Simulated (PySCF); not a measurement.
# C₅H₁₁FSi₂: what the fields show

```yaml
atoms:
  - { symbol: F, position_ang: [-2.1560, -1.6012, -0.6368] }
  - { symbol: C, position_ang: [-1.5974, -0.5817, 0.1244] }
  - { symbol: Si, position_ang: [-2.6111, 1.0672, 0.3156] }
  - { symbol: C, position_ang: [-1.0012, 1.4758, -0.5699] }
  - { symbol: C, position_ang: [-0.5486, 0.2128, -0.6210] }
  - { symbol: C, position_ang: [0.6713, -0.3604, -1.2431] }
  - { symbol: C, position_ang: [1.5572, -1.0825, -0.2209] }
  - { symbol: Si, position_ang: [2.1369, 0.0477, 1.1943] }
  - { symbol: H, position_ang: [-1.2184, -1.0690, 1.0278] }
  - { symbol: H, position_ang: [-3.8412, 1.0949, -0.4668] }
  - { symbol: H, position_ang: [-2.8048, 1.5204, 1.6917] }
  - { symbol: H, position_ang: [-0.4997, 2.3478, -0.9583] }
  - { symbol: H, position_ang: [0.3585, -1.0737, -2.0145] }
  - { symbol: H, position_ang: [1.2377, 0.4379, -1.7300] }
  - { symbol: H, position_ang: [2.4212, -1.4937, -0.7469] }
  - { symbol: H, position_ang: [1.0095, -1.9362, 0.1822] }
  - { symbol: H, position_ang: [3.0783, -0.6972, 2.0332] }
  - { symbol: H, position_ang: [2.8043, 1.2224, 0.6283] }
  - { symbol: H, position_ang: [0.9934, 0.4780, 2.0035] }
```

Geometry: GFN2-xTB.

The calculation used PBE0/pcSseg-1, SCF density, gas phase, non-relativistic (PySCF 2.14.0).

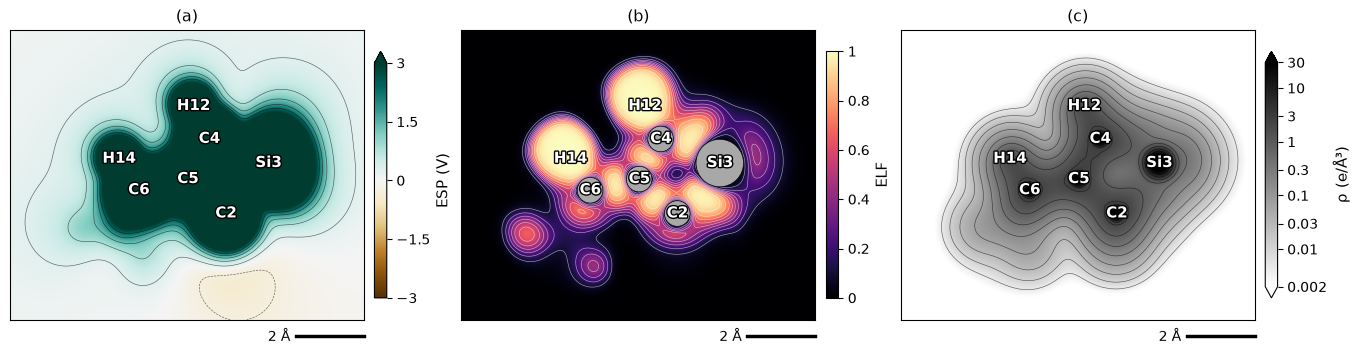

Figure 1. (a) molecular electrostatic potential; (b) electron localisation function; (c) electron density on the plane of atoms Si3, C2 and C5. Grey discs cover the atomic cores in the ELF map.

**Interpret the plot.**

The section cuts through C, Si and H sites.
C–C (1.34 Å): ρ is about 2.3 e/Å³ halfway; the ELF peaks at about 0.90 between the atoms; a short, multiple covalent bond.
C–Si (1.88 Å): ρ at the midpoint is about 0.89 e/Å³; the ELF peaks at about 0.95 between the atoms: a covalent bond.
C–H (1.08 Å): ρ at the midpoint is about 2 e/Å³; the ELF climbs to about 1 towards the hydrogen, as it does in any bond to H; a covalent bond by its length.
C–C (1.48 Å): the density is about 1.8 e/Å³ at the midpoint; the ELF peaks at about 0.95 between the atoms; a covalent bond.
C–C (1.51 Å): ρ at the midpoint is about 1.7 e/Å³; the ELF peaks at about 0.95 between the atoms (a covalent bond).
Outside the dense part of the molecule the potential is most negative (−0.4 V) near F1, which lies off the plane.

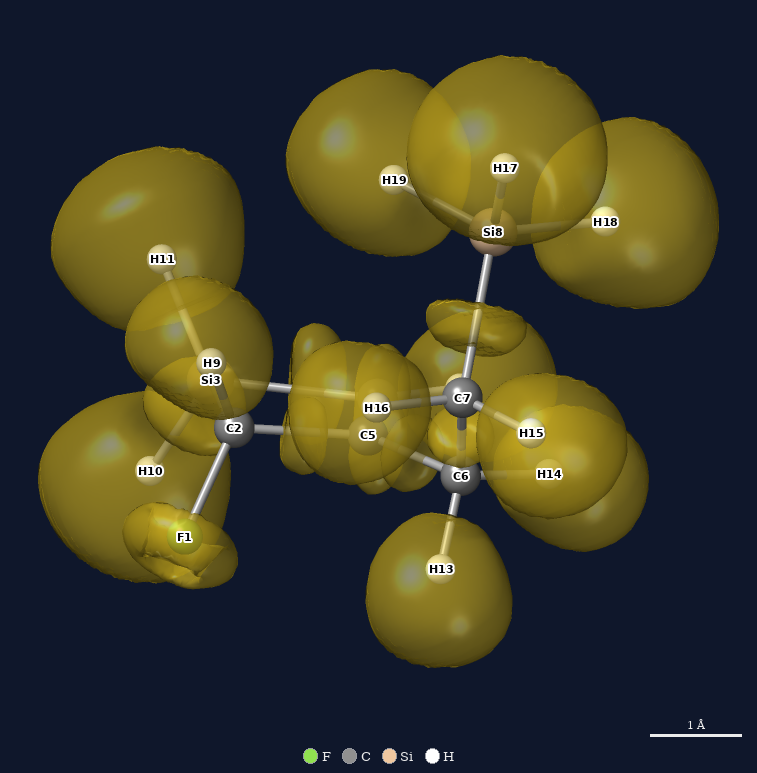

Figure 2. Isosurface of the electron localisation function at 0.85 (yellow), seen at an oblique angle. Only the valence region is drawn (cores and ρ < 0.01 e/Å³ removed).

**What do the ELF domains correspond to?**

The ELF exceeds this value in four regions between bonded C–C atoms (shared pairs), three regions between bonded C–Si atoms (shared pairs), eleven regions around hydrogen nuclei and one region wrapped around F (its lone pairs, merged into a ring or cap). Profiles from the grid: C–F (1.39 Å): the ELF peaks at about 0.85 between the atoms, as expected for a polar covalent bond.

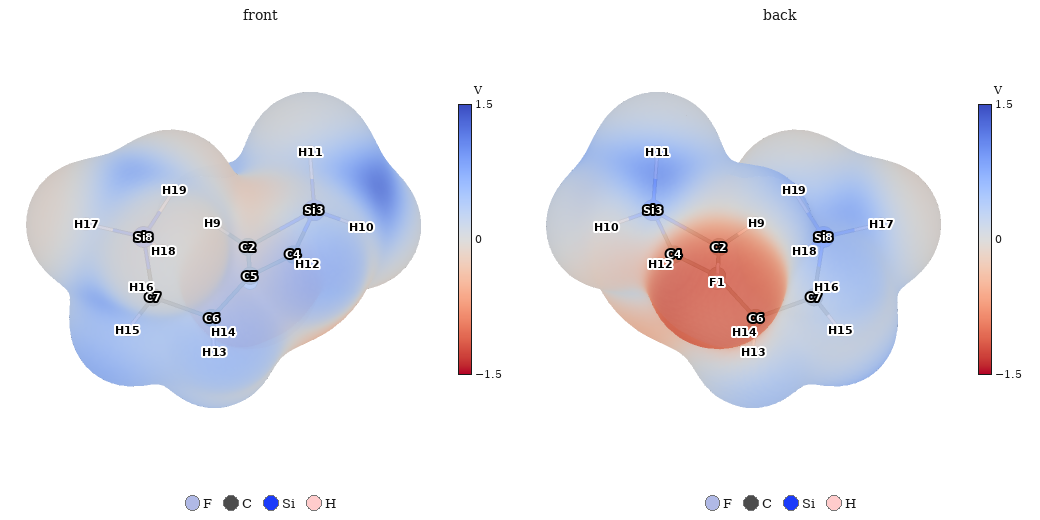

Figure 3. The molecular electrostatic potential painted on the density surface at 0.001 e/bohr³, seen from the front and from behind; red is negative and blue positive.

**Where is the surface potential most negative and most positive?**

The most negative region (about −1.1 V) lies over F1, the most positive (about +1.0 V) over Si3.
